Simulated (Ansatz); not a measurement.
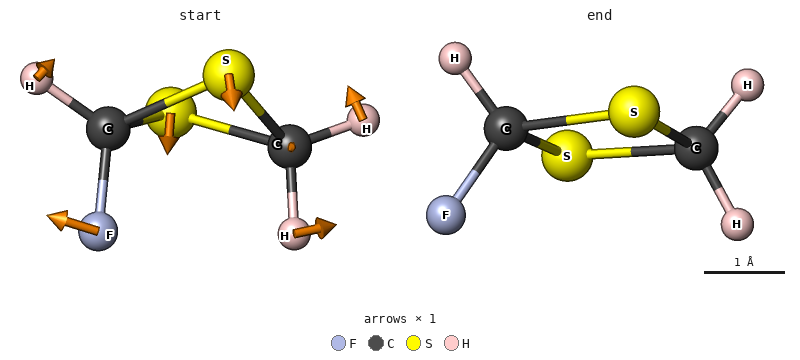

The structure of C2H3FS2 before (left) and after (right) a relaxation, at one scale. The orange arrows give the displacements, at their true length.

Style: ball-and-stick. Shown at a tilt.

The run prepares an end point of a later path (hydrogen shift) calculation, from a guessed geometry.

Level of theory: Ansatz, RKS PBE0/6-31G.

The input:
```yaml
crystal:
  periodic: [false, false, false]
  atoms:
    - { symbol: F, position_ang: [-1.6278, -0.2488, 0.7675] }
    - { symbol: C, position_ang: [-0.7078, 0.716, 0.6069] }
    - { symbol: S, position_ang: [0.9182, 0.0695, 1.022] }
    - { symbol: C, position_ang: [0.7887, -0.6741, -0.6142] }
    - { symbol: S, position_ang: [-0.1216, 0.8473, -1.1392] }
    - { symbol: H, position_ang: [-0.9481, 1.691, 1.0766] }
    - { symbol: H, position_ang: [1.668, -0.896, -1.146] }
    - { symbol: H, position_ang: [0.1225, -1.5621, -0.6292] }
basis:
  gaussian: { orbitals: "6-31G" }
hamiltonian:
  xc: pbe0
relax:
  f_tol: 0.02
  max_steps: 50
```

Run as
```bash
ansatz run input.yaml --threads 1 --pin off --max-ram 2048MiB --backend cpu --events-out ev --progress --plain --runs-dir out
```

> What changed between the two?

After 7 geometry steps the energy has fallen by 23.7 kcal/mol. The largest force component goes from 4.3 to 0.0032 eV/Å. The atom that moves furthest after the best rigid fit is F1 (0.70 Å). Largest moves by element: F 0.70 Å, H 0.59 Å, S 0.54 Å, C 0.09 Å. Some distances before and after: S3–C4 1.802 → 1.888 Å, C2–S3 1.798 → 1.877 Å, F1–C2 1.343 → 1.404 Å, C4–S5 1.849 → 1.888 Å. Bond angles that change, for instance: S3–C2–S5 87.5° → 97.0°, S3–C4–S5 87.3° → 96.2°, F1–C2–H6 115.6° → 107.7°. Groups turn about S3–C4 by about 35°, C4–S5 by about 35°, C2–S5 by about 30°.
